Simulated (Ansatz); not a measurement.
The Ansatz input:

```
crystal:
  lattice:
    - [2.917681, 5.053571, 0.0]
    - [-2.917681, 5.053571, 0.0]
    - [0.0, -3.369044, 8.834142]
  atoms:
    - { symbol: Al, position: [0.0, 0.0, 0.0] }
    - { symbol: K, position: [0.37615, 0.37615, 0.12845] }
    - { symbol: K, position: [0.62385, 0.62385, 0.87155] }
    - { symbol: As, position: [0.07985, 0.07985, 0.23955] }
    - { symbol: As, position: [0.92015, 0.92015, 0.76045] }
    - { symbol: K, position: [0.20833, 0.20833, 0.62499] }
    - { symbol: K, position: [0.79167, 0.79167, 0.37501] }
  symmetry: { tolerance: 0.0003 }
kpoints:
  mp_grid: { grid: [7, 7, 7], shift: [0, 0, 0] }
  band_path:
    path:
      - [0.0, 0.0, 0.0]
      - [0.0, 0.0, 0.5]
      - [0.30909324, -0.30909324, 0.5]
      - [0.30909324, -0.38181352, 0.19090676]
      - [0.5, 0.0, 0.0]
      - [0.0, 0.0, 0.0]
      - [0.34545338, -0.34545338, 0.0]
      - [0.30909324, -0.34545338, 0.34545338]
      - [0.0, -0.5, 0.5]
      - [0.0, 0.0, 0.0]
    npoints: 6
magnetization:
  spin_polarized: false
scf:
  occupations: { method: gaussian, width: 0.1827 }
  lower_state_search: "off"
  max_iter: 200
hamiltonian:
  pseudopotentials: { kind: paw }
  xc: pbe
basis:
  ecutwfc: 420
  fft_grid_basis: typed
output:
  forces: true
  stress: true
  eigenvalues: true
  bader: true
  populations: true
  elf: true
  write_potential: true
  volumetric_format: npy
  dos:
    e_range: [-12, 8]
    de: 0.05
    projected: { site_lists: { Al: [Al], As: [As], K: [K] } }
checkpoint:
  read: saved_state
```

What Bader charges does it give?

The Bader charges are Al +1.44 e, K +0.69 e and As −2.10 e. Summed over the cell, K gives up most (2.8 e) and As takes most (4.2 e).

The structure was built from a prototype or by substitution, so it need not be a known phase. The atoms aren't at rest in this cell (largest force 3.2 eV/Å), so the relaxed material can differ.

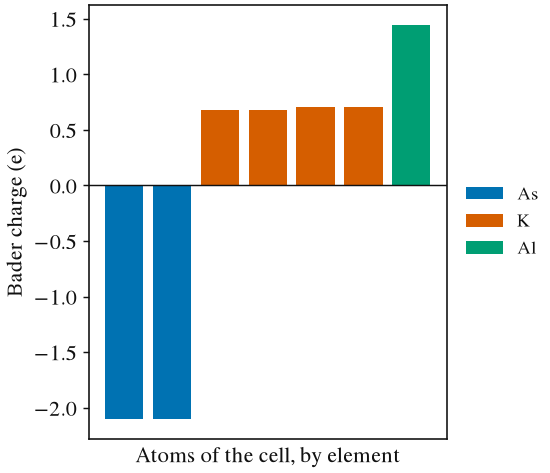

Bader charges of the atoms (positive: electrons lost).
